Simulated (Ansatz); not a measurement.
# V2CF2 monolayer: phonons and vibrational spectra, part 2 of 2

Aim: the phonons of V2CF2 monolayer at a cell relaxed beforehand at this level. After the zone centre comes a 4×4×1 q mesh on a 20×20×1 k mesh.

Ansatz 0.2.0; DFT PBE, scalar-relativistic, plane waves, PAW; PAW set soft_1.

So far. Step 2 (Zone-centre response): Before it was imposed, the acoustic sum rule was missed by 7.3e-5 eV/Å². Small misses are needed for a sound result but don't prove that mesh and cutoff are converged. The lowest optical mode is real, 198 cm⁻¹.

## 3. Phonons on a q mesh

Stability and thermal properties need the whole zone. Linear response on a 4×4×1 q mesh gives force constants as far as a supercell of that size would.

input.yaml

```yaml
crystal:
  lattice:
    - [2.986102731, 0.0, 0.0]
    - [-1.4930513655, 2.5860408234, 0.0]
    - [0.0, 0.0, 33.2]
  atoms:
    - { symbol: C, position: [0.0, 0.0, 0.3012048193] }
    - { symbol: V, position: [0.3333333333, 0.6666666667, 0.331912456] }
    - { symbol: V, position: [0.6666666667, 0.3333333333, 0.2704971826] }
    - { symbol: F, position: [0.6666666667, 0.3333333333, 0.3704953277] }
    - { symbol: F, position: [0.3333333333, 0.6666666667, 0.2319143109] }
  periodic: [true, true, false]
kpoints:
  mp_grid: { grid: [20, 20, 1] }
hamiltonian:
  xc: pbe
  pseudopotentials: { kind: paw, azcp: { folder: soft_1 } }
scf:
  occupations: { method: methfessel_paxton, width: 0.2 }
output:
  eigenvalues: true
phonons:
  method: dfpt
  qmesh: [4, 4, 1]
  temperatures: { t_max: 1000, t_step: 50 }
  qpath:
    path:
      - [0.0, 0.0, 0.0]
      - [0.5, 0.0, 0.0]
      - [0.33333333, 0.33333333, 0.0]
      - [0.0, 0.0, 0.0]
    npoints: 10
```

Launch:

```
$ ansatz run input.yaml --threads 4 --pin off --max-ram 16384MiB --backend cpu --events-out ev --progress --plain --runs-dir out
```

Numbers of over 12 decimals in the logs are rounded to 6 here.

What it wrote:

```text
[...]
Crystal: 5 atoms, lattice volume = 256.376 Å³
Basis set: ecut = 420 eV, 4851 PW (Γ), exchange–correlation on 40×40×450 points (8 copies of the dense FFT grid, shifted against one another)
Bands: 27, of which v1, the nominal top of the filled ones, is band 22 counted from 1 (21 counted from 0)
Symmetry: 12 space group operations
k-points: 44 of 400 (irreducible under 6 space group operations, time reversal used)
[...]
SCF iter   1: F=—  HF=-7700.321081 eV  |F-HF|=—  |Δ(HF+E_count)|=         —  Δρ=7.43e-2  dr2=2.09e1  ethr=3.10e-3  ⟨swp⟩=12.7  Hψ=8640  notcnv=0
[...]
SCF iter  12: F=-7695.309497 eV  HF=-7695.309497 eV  |F-HF|=5.91e-11  |Δ(HF+E_count)|=  4.47e-10  S|Δr|=    0.00e0  Δρ=2.50e-8  dr2=1.13e-12  ethr=1.00e-12  ⟨swp⟩=28.8  Hψ=12993  notcnv=0
SCF 1 converged in 12 iterations: F = -7695.309497 eV  dr2 = 1.13e-12
[...]
phonons: the bands overlap, so this run is a metal and interpolates without the dipole-dipole term. If the crystal is really an insulator or semiconductor, its LO-TO splitting is missing
NSCF: frozen V_eff on 44 k-points
[...]
DFPT response loops at q = (0, 0, 0) (fractional): preconditioner auto → none (partly filled bands, converged f_vac=0.786); β = 0.50; Broyden in place of MSR1
[...]
SCF converged after 12 iterations
[...]
Free energy (F): -7695.309497 eV
[...]
Internal energy: -7695.311873 eV  (E = F + TS)
E sigma→0 (E₀):  -7695.310091 eV
Entropy (-TS):   0.002376 eV (0.475 meV/atom)
Fermi energy:    -5.338913 eV
[...]
--- Band table (eV; the first three rows and the last of 44) ---
  k-point 0: bands = [... 18 lower, -9.0219, -9.0219, -6.6431, -6.6431, -5.7847, -4.7725, -4.7725, -4.5197, ... 6 higher]
  k-point 1: bands = [... 18 lower, -9.1148, -9.0507, -6.6652, -6.5968, -5.7772, -4.7932, -4.7655, -4.5244, ... 6 higher]
  k-point 2: bands = [... 18 lower, -9.3548, -9.1253, -6.7458, -6.4668, -5.7431, -4.8361, -4.7434, -4.5307, ... 6 higher]
  k-point 43: bands = [... 18 lower, -10.4717, -9.3814, -6.0737, -5.6822, -5.4691, -4.4163, -4.3455, -4.0335, ... 6 higher]
  ° read free of the cell's end (the report's vacuum.weakly_bound_levels)
--- Phonons (Γ-DFPT): 10 representative perturbations + reference (Σ response iterations 48) ---
  ASR residual: 1.770e-5 → 0.000e0 eV/Å²; symmetrization residual: 6.592e-6 eV/Å²
[...]
ASR residual per site (eV/Å²): 1.77e-5 1.14e-5 1.68e-5 1.37e-5 9.15e-6
[...]
--- Phonons (arbitrary-q DFPT): 4 irreducible q on the 4×4×1 mesh ---
  q = [0.0000, 0.0000, 0.0000] (star 1, of the zone-centre solve; hermiticity 5.04e-7, symmetrization 1.08e-12, taken by the last average 7.36e-8): -0.00 -0.00 0.00 197.85 197.85 219.97 219.97 272.45 272.45 292.52 453.64 524.82 634.75 759.19 759.19
  q = [0.0000, 0.2500, 0.0000] (star 6, 15 solved perturbations on 210 of 400 k-point pairs; hermiticity 2.52e-7, symmetrization 1.60e-8, taken by the last average 4.43e-7): 97.59 102.98 166.86 203.66 216.15 226.56 238.40 255.90 263.74 325.80 417.67 425.39 638.51 762.89 763.22
[...]
q = [0.2500, 0.2500, 0.0000] (star 6, 10 solved perturbations in 3050 linear systems a pass and spin channel, the states on 400 of 400 k-point pairs; hermiticity 1.35e-7, symmetrization 6.67e-11, taken by the last average 8.91e-8): 83.18 140.09 206.14 226.87 235.52 241.96 244.63 261.92 271.23 336.11 374.27 383.45 650.57 754.29 770.87
  sum rule: each row above includes the acoustic sum rule's correction from the zone centre's row sums; it moved no ω² by more than (0.63 cm⁻¹)²
  mesh force constants: q→R imaginary residual 5.22e-18; ASR residual 1.770e-5 → 0.000e0 eV/Å²; symmetrization residual 1.421e-14 eV/Å²
  interpolated dispersion: 31 rows × 15 modes
  density of states and harmonic sums: on the 24×24×1 q-mesh, interpolated from the force constants of a 4×4×1 supercell (no non-analytic term)
  largest difference from the sums on the solved wave vectors: F 4.73e-2 eV, S 6.30e-5 and C_V 1.57e-5 eV/K
  zero-point energy: 0.318726 eV/cell   skipped modes (ω ≤ 0): 3   left out of the sums: 3.47e-4 of the cell's modes: C_V's classical limit lies that fraction below 3 k_B per atom; for a crystal, a wire or a layer, F and S can be off by more, and a phonons.interpolated_qmesh denser along its periods is the remedy for the sampling
```

Wall time 33 min (4 threads of Arm Neoverse V2, shared host); peak memory 5.9 GiB; 2.2 h of CPU time.

Numbers from this step:

| Item | Value |
| --- | --- |
| sum-rule residual before enforcement | 1.77e-5 eV/Å² |
| lowest frequency on the path | 0 cm⁻¹ |
| highest frequency on the path or at a solved wavevector | 771.2 cm⁻¹ |
| mean frequency | 342.9 cm⁻¹ |
| highest optical mode at the zone centre (no LO-TO term) | 759.2 cm⁻¹ |
| lowest mode on the q mesh (acoustic modes at Γ apart) | 83.18 cm⁻¹ |
| zero-point energy per atom | 63.75 meV |
| heat capacity at 300 K | 19.55 J/(mol atoms K) |
| vibrational entropy at 300 K | 20.34 J/(mol atoms K) |
| edges of the widest gap between branches, on path and mesh | 524.8, 634.1 cm⁻¹ |

Frequencies (cm⁻¹) solved at each irreducible wavevector; negative means imaginary. Frequencies by wavevector, by row:

| q in reciprocal lattice units | star | mode 1 | mode 2 | mode 3 | mode 4 | mode 13 | mode 14 | mode 15 |
| --- | --- | --- | --- | --- | --- | --- | --- | --- |
| 0 0 0 | 1 | 0 | 0 | 0 | 197.8 | 634.8 | 759.2 | 759.2 |
| 0 0.25 0 | 6 | 97.6 | 103 | 166.9 | 203.7 | 638.5 | 762.9 | 763.2 |
| 0 -0.5 0 | 3 | 108.7 | 143.2 | 211.9 | 223.2 | 650.8 | 755.5 | 763.9 |
| 0.25 0.25 0 | 6 | 83.2 | 140.1 | 206.1 | 226.9 | 650.6 | 754.3 | 770.9 |

Interpolated from a 4×4×1 q mesh. The phonon branches at the labelled points (cm⁻¹):

| point | branch 1 | branch 2 | branch 3 | branch 4 | branch 12 | branch 13 | branch 14 | branch 15 |
| --- | --- | --- | --- | --- | --- | --- | --- | --- |
| Γ | 0 | 0 | 0 | 198 | 525 | 635 | 759 | 759 |
| M | 109 | 143 | 212 | 223 | 416 | 651 | 756 | 764 |
| K | 137 | 148 | 148 | 239 | 366 | 655 | 763 | 763 |
| Γ | 0 | 0 | 0 | 198 | 525 | 635 | 759 | 759 |

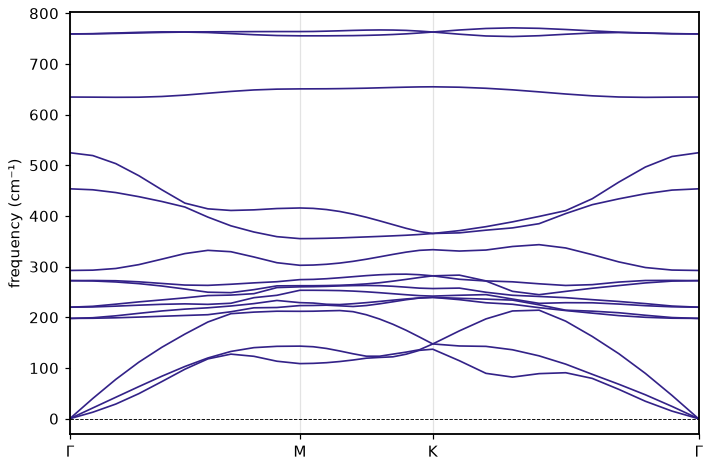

Phonon branches along the path.

The phonon density of states has structure finer than the step of the table below, so its rows give means over 50 cm⁻¹, whole bins alone (the curve runs from 5 to 775 cm⁻¹). Peaks (cm⁻¹: height): 135.0: 0.0411, 225.0: 0.116, 265.0: 0.0956, 335.0: 0.0316, 405.0: 0.0291, 645.0: 0.0402, 765.0: 0.121.

Tetrahedra on a 24×24×1 mesh, mean over bins of 10 cm-1. Interpolated from a 4×4×1 q mesh. The phonon density of states by wavenumber; means over each step:

| wavenumber (cm⁻¹) | phonon density of states (1/cm⁻¹/cell) |
| --- | --- |
| 50 | 0.00550 |
| 100 | 0.0234 |
| 150 | 0.0157 |
| 200 | 0.0453 |
| 250 | 0.0825 |
| 300 | 0.0167 |
| 350 | 0.0196 |
| 400 | 0.0224 |
| 450 | 0.00622 |
| 500 | 0.00174 |
| 550 | 6.5e-5 |
| 600 | 0 |
| 650 | 0.02 |
| 700 | 0 |
| 750 | 0.0392 |

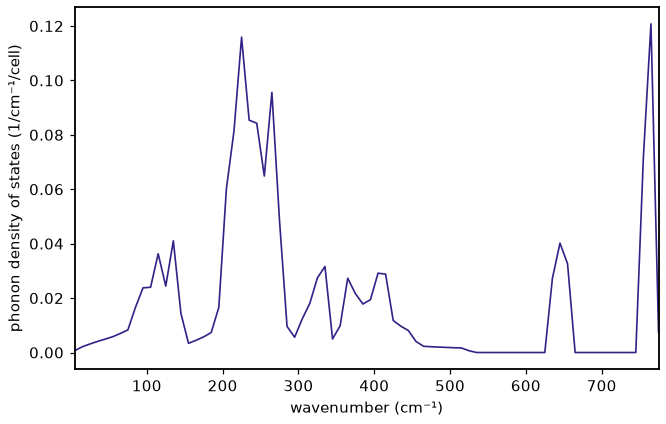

Phonon density of states, plotted against wavenumber.

The partial phonon density of states has structure finer than the step of the table below, so its rows give means over 50 cm⁻¹, whole bins alone (the curve runs from -10 to 804 cm⁻¹). Peaks (cm⁻¹: height): C 645.5: 0.0369, 763.3: 0.0907; F 225.6: 0.0711, 363.8: 0.0195; V 133.4: 0.0245, 215.3: 0.0368, 266.5: 0.0394, 333.1: 0.0232, 409.9: 0.0126, 650.6: 0.00497, 763.3: 0.0102.

Phonopy on the run's constants, 21x21x1 mesh, Gaussian sigma 5.8 cm-1. Interpolated from a 4×4×1 q mesh. The partial phonon density of states by wavenumber; means over each step; values in 1/cm⁻¹/cell:

| wavenumber (cm⁻¹) | C | F | V |
| --- | --- | --- | --- |
| 50 | 4.6e-4 | 0.00152 | 0.00365 |
| 100 | 0.00242 | 0.00486 | 0.0159 |
| 150 | 0.00160 | 0.00271 | 0.0115 |
| 200 | 6.0e-4 | 0.0258 | 0.0190 |
| 250 | 9.0e-4 | 0.0489 | 0.0320 |
| 300 | 1.2e-4 | 0.00711 | 0.0102 |
| 350 | 8.0e-5 | 0.00977 | 0.00966 |
| 400 | 1.6e-4 | 0.0141 | 0.00803 |
| 450 | 1.8e-5 | 0.00391 | 0.00239 |
| 500 | 3.9e-6 | 7.4e-4 | 9.7e-4 |
| 550 | 0 | 3.4e-5 | 5.0e-5 |
| 600 | 2.2e-4 | 4.1e-6 | 1.8e-5 |
| 650 | 0.0174 | 2.1e-4 | 0.00214 |
| 700 | 1.3e-6 | 0 | 2.4e-7 |
| 750 | 0.0339 | 1.0e-4 | 0.00370 |

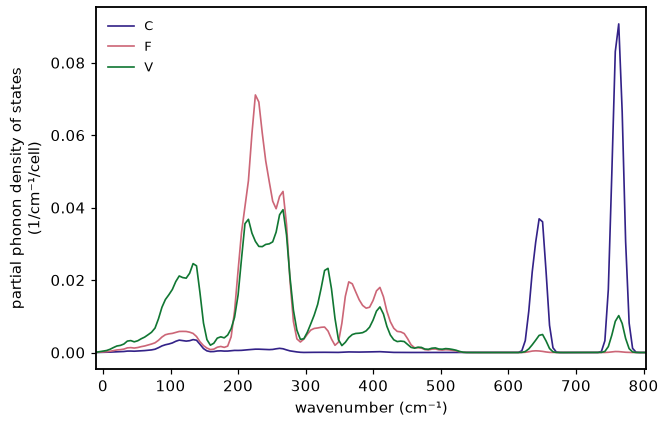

Partial phonon density of states, plotted against wavenumber.

Harmonic thermodynamic functions per atom, from the density of states. Interpolated from a 4×4×1 q mesh. Thermodynamic functions, by row:

| T (K) | F_vib (meV/atom) | S (J/mol-atom/K) | C_V (J/mol-atom/K) |
| --- | --- | --- | --- |
| 0 | 63.75 | 0 | 0 |
| 100 | 62.17 | 4.613 | 8.404 |
| 200 | 52.93 | 13.11 | 15.96 |
| 300 | 35.47 | 20.34 | 19.55 |
| 400 | 11.22 | 26.25 | 21.45 |
| 500 | -18.61 | 31.17 | 22.54 |
| 600 | -53.14 | 35.34 | 23.2 |
| 700 | -91.68 | 38.95 | 23.62 |
| 800 | -133.7 | 42.13 | 23.91 |
| 900 | -178.9 | 44.96 | 24.12 |
| 1000 | -226.8 | 47.51 | 24.27 |

Symmetry leaves 4 wavevectors to solve. The lowest mode among them, the acoustic zeros apart, lies at q = (0.25, 0.25, 0) and is real, 83.2 cm⁻¹.

## 4. Another isotope

An isotope changes the mass and not the force constants, so no new electronic calculation is needed; the shifts show which modes move this element.

The same force constants with the mass of C changed from 12.011 to 13.003 u (phonopy, no LO-TO term). Both lists are sorted by frequency; levels can cross, so a row need not hold one and the same mode. Modes under 3 cm⁻¹ are left out. Isotope shifts, by row, the first 40 of 57 rows:

| q | rank | natural mass (cm⁻¹) | changed mass (cm⁻¹) |
| --- | --- | --- | --- |
| 0 0 0 | 4 | 197.8 | 197.8 |
| 0 0 0 | 5 | 197.8 | 197.8 |
| 0 0 0 | 6 | 220 | 219.8 |
| 0 0 0 | 7 | 220 | 219.8 |
| 0 0 0 | 8 | 272.4 | 272.4 |
| 0 0 0 | 9 | 272.4 | 272.4 |
| 0 0 0 | 10 | 292.5 | 292.5 |
| 0 0 0 | 11 | 453.6 | 453.6 |
| 0 0 0 | 12 | 524.8 | 524.8 |
| 0 0 0 | 13 | 634.8 | 612.1 |
| 0 0 0 | 14 | 759.2 | 732.4 |
| 0 0 0 | 15 | 759.2 | 732.4 |
| 0 0.25 0 | 1 | 97.59 | 97.23 |
| 0 0.25 0 | 2 | 103 | 102.6 |
| 0 0.25 0 | 3 | 166.9 | 166.3 |
| 0 0.25 0 | 4 | 203.7 | 203.7 |
| 0 0.25 0 | 5 | 216.2 | 216.1 |
| 0 0.25 0 | 6 | 226.6 | 226.5 |
| 0 0.25 0 | 7 | 238.4 | 238.3 |
| 0 0.25 0 | 8 | 255.9 | 255.8 |
| 0 0.25 0 | 9 | 263.7 | 263.6 |
| 0 0.25 0 | 10 | 325.8 | 325.8 |
| 0 0.25 0 | 11 | 417.7 | 417.5 |
| 0 0.25 0 | 12 | 425.4 | 425.4 |
| 0 0.25 0 | 13 | 638.5 | 616.4 |
| 0 0.25 0 | 14 | 762.9 | 736.3 |
| 0 0.25 0 | 15 | 763.2 | 736.6 |
| 0 -0.5 0 | 1 | 108.7 | 108.1 |
| 0 -0.5 0 | 2 | 143.2 | 142.5 |
| 0 -0.5 0 | 3 | 211.9 | 211.9 |
| 0 -0.5 0 | 4 | 223.2 | 223.2 |
| 0 -0.5 0 | 5 | 229.1 | 229.1 |
| 0 -0.5 0 | 6 | 253.4 | 253.4 |
| 0 -0.5 0 | 7 | 260.2 | 259.7 |
| 0 -0.5 0 | 8 | 262.4 | 262.4 |
| 0 -0.5 0 | 9 | 274.4 | 274.3 |
| 0 -0.5 0 | 10 | 302.7 | 302.7 |
| 0 -0.5 0 | 11 | 355.3 | 355.1 |
| 0 -0.5 0 | 12 | 415.9 | 415.9 |
| 0 -0.5 0 | 13 | 650.8 | 628.7 |

A mode of this element alone would shift by -3.89 %. The highest zone-centre frequency without the field goes from 759.2 to 732.4 cm⁻¹ (-3.5 %). The product of the frequency ratios over all optical modes at Γ is 0.896; the product rule, (m/m′)^(3k/2) (M′/M)^(3/2) with k = 1 such atoms and M the mass of the cell, gives 0.896.

## 5. What came out

```json
{
  "space group (within 0.01 Å)": "P-3m1",
  "area per atom": "1.54 Å²",
  "electronic character": "no gap on this mesh",
  "highest optical mode at the zone centre (no LO-TO term)": "759 cm⁻¹",
  "lowest optical zone-centre mode": "198 cm⁻¹",
  "lowest mode on the q mesh (acoustic modes at Γ apart)": "83.2 cm⁻¹",
  "highest frequency on the path or at a solved wavevector": "771 cm⁻¹",
  "zero-point energy per atom": "63.8 meV",
  "heat capacity at 300 K": "19.6 J/(mol atoms K)",
  "vibrational entropy at 300 K": "20.3 J/(mol atoms K)",
  "imaginary modes on the 4×4×1 q mesh": "none"
}
```

What this shows: The structure is a minimum as far as tested: no mode is imaginary at the 4 irreducible wavevectors of the 4×4×1 mesh, and the softest away from the acoustic zeros lies at 83 cm⁻¹. The optical modes at Γ span 198 to 759 cm⁻¹. The highest mode in this list at Γ, 759.0 cm⁻¹, is mostly motion of C (91 % of the kinetic energy). On the path and the mesh, the widest gap between branches runs from 525 to 634 cm⁻¹. With no gap, or one that is small against the smearing, the frequencies hang on the k mesh and the smearing, most of all near Kohn anomalies. The phonon runs are without spin polarisation, although V often carries a moment. In a sheet or slab the interpolated bending branch near Γ is rough, since the rotational sum rule isn't imposed. The starting cell was built on a prototype and not taken from a measurement. These are harmonic frequencies at zero temperature: anharmonic shifts, linewidths and thermal expansion are left out.

[Logs are printed without paths, hosts, clocks, repeated set-up lines and the standing remarks that a program may print on its own settings, such as how far it seeks lower states.]

[Hosts, paths, dates, database ids (printed as entryN), source tags and the programs' standing remarks are cut or masked in the printed files.]
